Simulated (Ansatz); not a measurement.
# Nb2BN: relaxing a made-up structure, part 2 of 2

This structure for Nb2BN is made up. Its elements were placed in a known structure type with a cell scaled to their sizes. What cell does the guess relax to, and how far off was it?

Ansatz 0.2.0; DFT, r2SCAN, plane-wave PAW, files of the set soft_1, scalar-relativistic, no spin, cell and ions relaxed at zero pressure; PAW set soft_1 (the session's first sound run).

So far: Starting point; Relaxing cell and atoms. The relaxed cell has a = 3.182, c = 15.748 Å (conventional setting).

**3. Bands of the relaxed cell**

With the geometry fixed, one more self-consistent run, with a narrower smearing and the mesh shown in its input, gives the bands, and its pressure, and its forces where symmetry allows any, show how far the geometry depends on these settings.

This step: DFT, r2SCAN, plane-wave PAW, files of the set soft_1, scalar-relativistic, no spin, bands and density of states at the relaxed cell; PAW set soft_1 (Ansatz 0.2.0).

input.yaml reads:

```yaml
crystal:
  lattice:
    - [1.5911920919, 0.9186751826, 5.2493553269]
    - [-1.5911920919, 0.9186751826, 5.2493553269]
    - [0.0, -1.8373503652, 5.2493553269]
  atoms:
    - { symbol: Nb, position: [0.2523477368, 0.2523477368, 0.2523477368] }
    - { symbol: Nb, position: [0.7476522632, 0.7476522632, 0.7476522632] }
    - { symbol: "N", position: [0.5, 0.5, 0.5] }
    - { symbol: B, position: [0.0, 0.0, 0.0] }
kpoints:
  mp_grid: { grid: [12, 12, 12] }
  band_path:
    path:
      - [[0.0, 0.0, 0.0], [0.5, 0.0, 0.0], [0.5, 0.18708502, -0.18708502]]
      - [[0.81291498, 0.5, 0.18708502], [0.5, 0.5, 0.5], [0.0, 0.0, 0.0], [0.34354251, 0.0, -0.34354251]]
      - [[0.65645749, 0.34354251, 0.0], [0.5, 0.5, 0.0], [0.65645749, 0.65645749, 0.18708502], [0.5, 0.5, 0.5]]
      - [[0.5, 0.0, 0.0], [0.81291498, 0.34354251, 0.34354251]]
    npoints: 8
scf:
  occupations: { method: fermi_dirac, width: 0.03 }
  n_extra_bands: 8
hamiltonian:
  xc: r2scan
  pseudopotentials: { kind: paw, azcp: { folder: soft_1 } }
output:
  forces: true
  stress: true
  write_bands: true
  dos: { projected: true }
  write_density: true
  write_potential: true
  elf: true
  volumetric_format: npy
```

Started as:

```
$ ansatz run input.yaml --threads 4 --pin off --max-ram 8192MiB --backend cpu --events-out ev --progress --plain --runs-dir out
```

Numbers of over 12 decimals in the logs are rounded to 6 here.

The program printed:

```text
[...]
Crystal: 4 atoms, lattice volume = 46.041 Å³
Basis set: ecut = 500 eV, 1147 PW (Γ), FFT grids on a1−a2, a2, −a2+a3, exchange–correlation on 96×180×96 points (64 copies of the dense FFT grid, shifted against one another)
Bands: 25, of which v1, the nominal top of the filled ones, is band 17 counted from 1 (16 counted from 0)
Symmetry: 12 space group operations
[...]
k-points: 189 of 1728
[...]
SCF iter   1: F=—  HF=-9677.989721 eV  |F-HF|=—  |Δ(HF+E_count)|=         —  Δρ=1.49e-1  dr2=2.45e1  dr2_τ=9.45e-1  ethr=3.10e-3  ⟨swp⟩=6.0  Hψ=22002  notcnv=0
[...]
SCF iter   9: F=-9672.253753 eV  HF=-9672.253753 eV  |F-HF|=6.00e-8  |Δ(HF+E_count)|=   1.85e-6  Δρ=1.30e-5  dr2=6.74e-8  dr2_τ=7.94e-9  ethr=2.94e-10  ⟨swp⟩=13.1  Hψ=33388  notcnv=0
SCF 1 converged in 9 iterations: F = -9672.253753 eV  dr2 = 6.74e-8
[...]
NSCF: frozen V_eff on 76 k-points
SCF converged after 9 iterations
Free energy (F): -9672.253753 eV
[...]
Internal energy: -9672.249602 eV  (E = F + TS)
E sigma→0 (E₀):  -9672.251677 eV
Entropy (-TS):   -0.004152 eV (-1.038 meV/atom)
Fermi energy:    18.122581 eV
[...]
--- Forces (eV/Å), atoms counted from 1 ---
  atom   1  Nb     0.00000000     0.00000000    -0.07060026
  atom   2  Nb     0.00000000    -0.00000000     0.07060026
  atom   3  N      0.00000000     0.00000000     0.00000000
  atom   4  B     -0.00000000     0.00000000     0.00000000
  max |Σ_I F_I| component: 2.10e-30 eV/Å
--- Stress (GPa, compression-positive) ---
        0.051068       0.000000      -0.000000
        0.000000       0.051068       0.000000
       -0.000000       0.000000      -0.069341
  P = ⅓ Tr σ = 0.0109 GPa (0.109 kbar)
--- Band table (eV; the first three rows and the last of 189) ---
  k-point 0: bands = [... 13 lower, 16.8947, 16.9834, 16.9834, 17.0966, 17.7036, 17.7036, 18.5860, 18.5860, ... 4 higher]
  k-point 1: bands = [... 13 lower, 16.1933, 16.3624, 16.6391, 16.9005, 17.8778, 17.9863, 19.0193, 19.6356, ... 4 higher]
  k-point 2: bands = [... 13 lower, 14.8967, 15.5659, 16.1244, 16.8485, 18.3405, 18.6374, 19.6868, 19.8058, ... 4 higher]
  k-point 188: bands = [... 13 lower, 13.4322, 15.2150, 15.2150, 18.1494, 18.1494, 18.4976, 18.8469, 18.8469, ... 4 higher]
```

Run time: 7.5 s. Hardware: 4 threads of Intel Xeon Platinum 8488C (Sapphire Rapids), shared host; peak memory 0.7 GiB; 28 s of CPU time.

In the SCF lines HF is the Harris–Foulkes energy and dr2 the Hartree energy of the density residual, in eV; the loop may stop once dr2 is under the threshold and the program's other checks hold. Hψ counts applications of the Hamiltonian.

Numbers from this step:

| Quantity | Value |
| --- | --- |
| free energy | -9672.2538 eV |
| energy at zero smearing | -9672.2517 eV |
| smearing term TS | 0.004152 eV |
| Fermi energy | 18.12 eV |
| pressure | 0.01093 GPa |

From bands.tsv, the bands that come nearest the Fermi level along the path, at its corners, in eV from the Fermi level:

| point | band 14 | band 15 | band 16 | band 17 | band 18 | band 19 | band 20 | band 21 |
| --- | --- | --- | --- | --- | --- | --- | --- | --- |
| Γ | -1.23 | -1.14 | -1.14 | -1.03 | -0.42 | -0.42 | 0.46 | 0.46 |
| L | -5.07 | -3.70 | -2.69 | -1.24 | 0.55 | 2.68 | 2.78 | 2.98 |
| B1 | -4.11 | -4.10 | -3.19 | 0.22 | 0.98 | 2.19 | 2.19 | 2.96 |
| B | -4.11 | -4.10 | -3.19 | 0.22 | 0.98 | 2.19 | 2.19 | 2.96 |
| Z | -4.69 | -2.91 | -2.91 | 0.03 | 0.03 | 0.37 | 0.72 | 0.72 |
| Γ | -1.23 | -1.14 | -1.14 | -1.03 | -0.42 | -0.42 | 0.46 | 0.46 |
| X | -4.19 | -4.01 | -3.22 | 0.30 | 1.41 | 1.66 | 2.23 | 3.03 |
| Q | -4.19 | -4.01 | -3.22 | 0.30 | 1.41 | 1.66 | 2.23 | 3.03 |
| F | -4.01 | -3.55 | -1.66 | -1.21 | 2.07 | 2.30 | 2.37 | 3.28 |
| P1 | -4.05 | -3.73 | -1.69 | -1.52 | 1.94 | 2.25 | 2.41 | 3.14 |
| Z | -4.69 | -2.91 | -2.91 | 0.03 | 0.03 | 0.37 | 0.72 | 0.72 |
| L | -5.07 | -3.70 | -2.69 | -1.24 | 0.55 | 2.68 | 2.78 | 2.98 |
| P | -4.05 | -3.73 | -1.69 | -1.52 | 1.94 | 2.25 | 2.41 | 3.14 |

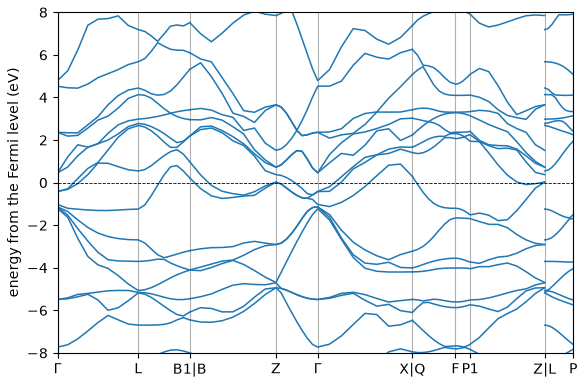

Bands along the path. 9 bands lie wholly below the window drawn.

States per cell as run, both spins, in windows of 1 eV, from dos.tsv (zero at the Fermi level):

```
from  to  total
  -8  -7   0.51
  -7  -6   1.87
  -6  -5   3.67
  -5  -4   1.50
  -4  -3   3.02
  -3  -2   1.51
  -2  -1   0.83
  -1   0   1.33
   0   1   1.54
   1   2   2.73
   2   3   3.99
   3   4   3.21
```

Below -8 eV lie 19.8 more states.

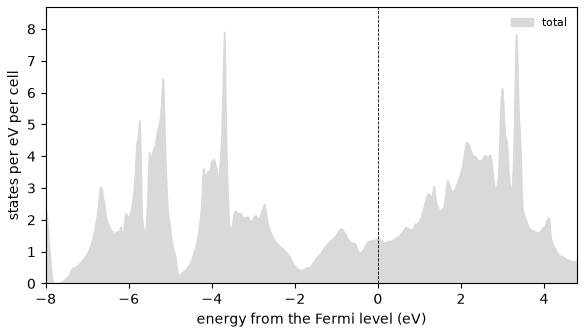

Total density of states, smoothed over about 0.04 eV.

Force by atom:

```csv
atom,x (eV/Å),y (eV/Å),z (eV/Å),size
Nb1,0.0000,0.0000,-0.0706,0.0706
Nb2,0.0000,0.0000,0.0706,0.0706
N3,0.0000,0.0000,0.0000,0.0000
B4,0.0000,0.0000,0.0000,0.0000
```

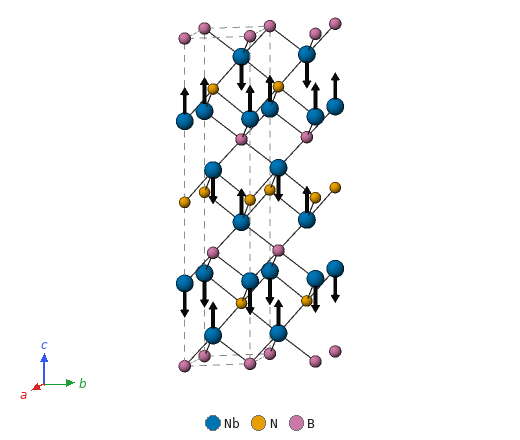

Force as arrows, the longest 0.0706 eV/Å. Bonds to atoms that aren't drawn are left out. 1×2×1 conventional cells are drawn. Some periodic images of atoms are drawn too.

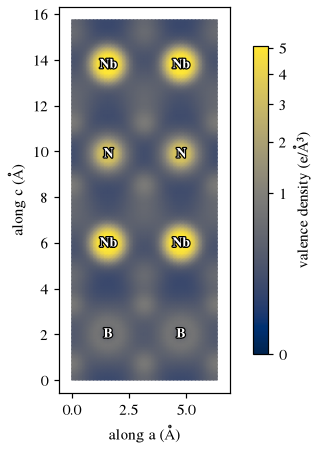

Valence density in the ac plane of the conventional cell at fractional y = 0.000, with atoms of Nb and N and B within 0.2 Å of it. It is the smooth field of the valence electrons, not physical close to the nuclei. The map starts off the cell's origin, so that atoms lie inside it. The colour scale is stretched toward low values.

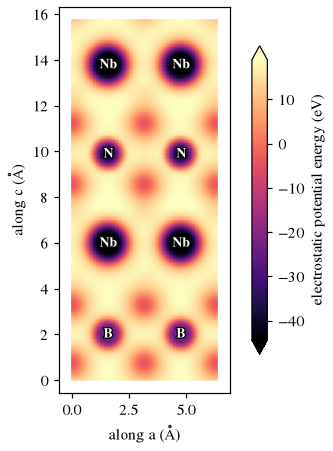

Electrostatic potential energy in the ac plane of the conventional cell at fractional y = 0.000, with atoms of Nb and N and B within 0.2 Å of it. With pseudopotentials it is smooth inside the atoms' cores, unlike the true potential. The map starts off the cell's origin, so that atoms lie inside it.

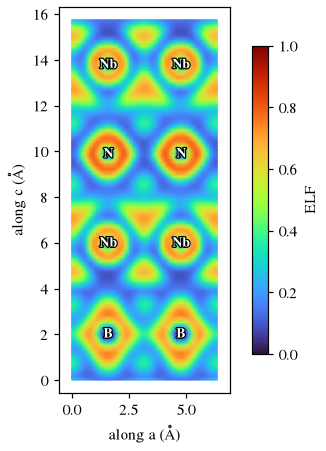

ELF in the ac plane of the conventional cell at fractional y = 0.000, with atoms of Nb and N and B within 0.2 Å of it. It is the smooth field of the valence electrons, not physical close to the nuclei. The map starts off the cell's origin, so that atoms lie inside it.

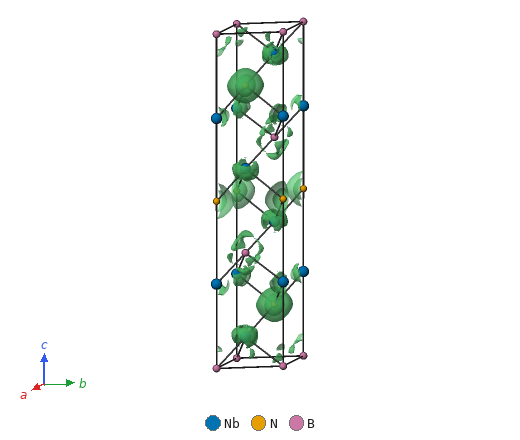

Surface of ELF = 0.72. Bonds to atoms that aren't drawn are left out.

**4. Summary of results**

```json
{"space group, relaxed": "R-3m", "conventional cell": "a = 3.182, b = 3.182, c = 15.748 Å; α = 90.0°, β = 90.0°, γ = 120.0°", "volume per atom": "11.51 Å³ (guess 9.67)"}
```

Nb2BN relaxes to R-3m with a = 3.182, b = 3.182 and c = 15.748 Å. The guessed volume was 16 % too small. The space group R-3m was held in the relaxation, so the end point is a stationary structure within it and may be a saddle against distortions or other arrangements. Bands cross the Fermi level, so it is a metal or semimetal at this level. On the 12×12×12 mesh with the narrower smearing (relaxed on 10×10×10) the largest force component is 0.071 eV/Å and the largest stress component is 0.069 GPa, against the relaxation's thresholds of 0.015 eV/Å and 0.05 GPa. The cutoff wasn't tested. No dispersion term is used, so weakly bound directions may come out too long. The runs have no spin, and magnetism wasn't tested. Nothing here tests whether the compound is stable against decomposition.

[Logs are printed without paths, hosts, clocks, repeated set-up lines and the standing remarks that a program may print on its own settings, such as how far it seeks lower states.]

[Hosts, paths, dates, database ids (printed as entryN), source tags and the programs' standing remarks are cut or masked in the printed files.]
